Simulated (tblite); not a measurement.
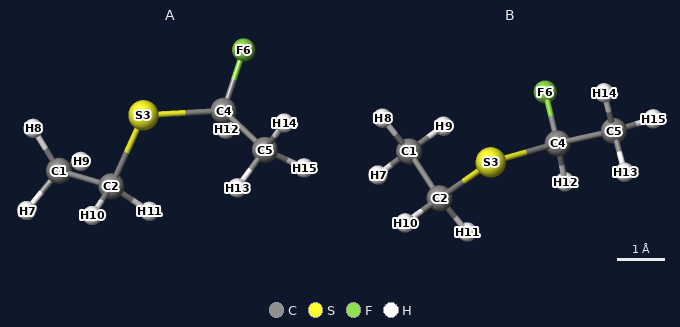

Two geometries of C₄H₉FS, drawn at one scale. One is the start of a relaxation, the other its converged end. Style: ball-and-stick. Shown at a tilt.

Level of theory: GFN2-xTB geometry optimisation, gas phase in tblite 0.8.0. 

Q: Which of the two is the end point?

A: Structure B is the relaxed one. After 148 geometry steps the energy has fallen by 10.4 kcal/mol. F6 moves most after the best rigid fit: 1.40 Å. By element the largest moves are F 1.40 Å, H 1.19 Å, S 1.14 Å, C 0.71 Å. Some distances before and after: C1–H8 1.126 → 1.087 Å, C2–H10 1.124 → 1.090 Å, C1–H7 1.112 → 1.089 Å, C5–H13 1.100 → 1.086 Å. Bond angles that change, for instance: C2–S3–C4 105.7° → 100.7°, C2–C1–H9 106.4° → 111.0°, C5–C4–H12 109.1° → 112.6°. Groups turn about S3–C4 by about 75°, C2–S3 by about 40°, C4–C5 by about 30°. Cost: 0.78 s on 1 thread of Arm Neoverse V1, with other jobs on the host.
